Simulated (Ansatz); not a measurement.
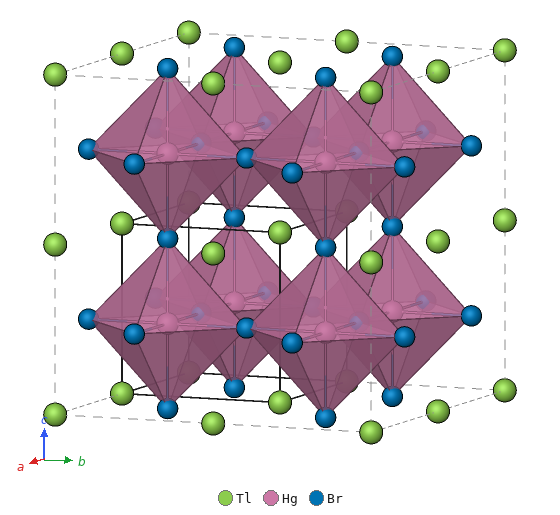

Polyhedra are drawn about Hg (bonds: Br–Hg below 3.1 Å); other atoms are plain spheres.

The compound is TlHgBr3 (space group Pm-3m, No. 221), taken as coordinates from a relaxation with DFT, r2SCAN, plane waves, PAW in Ansatz 0.2.0; the starting structure was generated, so it need not be a known form of this composition.

Sharing among the drawn polyhedra:

```json
{"site": "Hg", "polyhedron": "HgBr6 octahedron", "corner-sharing neighbours": "6", "edge-sharing": "0", "face-sharing": "0", "bond (Å)": "2.76"}
```

They form a three-dimensional framework of corner-sharing octahedra.
